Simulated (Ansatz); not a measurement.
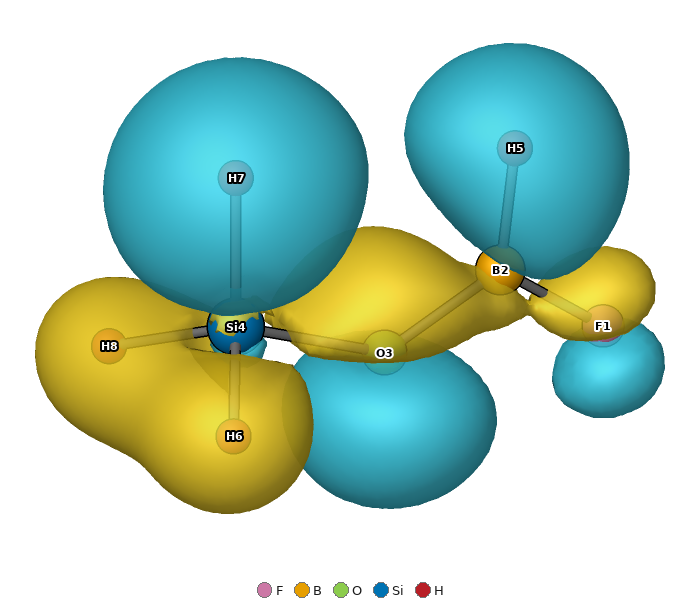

*BFH$_{4}$OSi (SMILES FBO[SiH3]). The HOMO at ±0.08 Å⁻³ᐟ² (yellow and cyan are the two phases), seen at a tilt.*

Geometry: PBE0-D4/def2-TZVP.

Level of theory: Ansatz, RKS PBE0-D4/def2-TZVPP.

Input

```
crystal:
  periodic: [false, false, false]
  atoms:
    - {symbol: F, position_ang: [-1.599390, -1.699161, 1.426067]}
    - {symbol: B, position_ang: [-0.685357, -0.787650, 1.132975]}
    - {symbol: O, position_ang: [-0.487466, -0.477079, -0.157613]}
    - {symbol: Si, position_ang: [0.521000, 0.572777, -0.945448]}
    - {symbol: H, position_ang: [-0.075329, -0.278522, 2.029773]}
    - {symbol: H, position_ang: [-0.317111, 1.531029, -1.702391]}
    - {symbol: H, position_ang: [1.370707, 1.295658, 0.034572]}
    - {symbol: H, position_ang: [1.365045, -0.214251, -1.873734]}
basis:
  gaussian: {orbitals: def2-TZVPP}
hamiltonian: {xc: pbe0, dispersion: d4}
output: {orbitals: {seedname: orbitals}}
```

Command:

```sh
ansatz run in.yaml --threads 2 --pin off --events-out ev --progress --plain --max-ram 32768MiB --backend cpu
```

**Describe this orbital and give its energy.**

By Hirshfeld shares it lies mainly on O3 (about 30 %), H7 (about 20 %), Si4 (about 20 %), H5 (about 10 %) and B2 (about 10 %). Its energy is −9.44 eV.
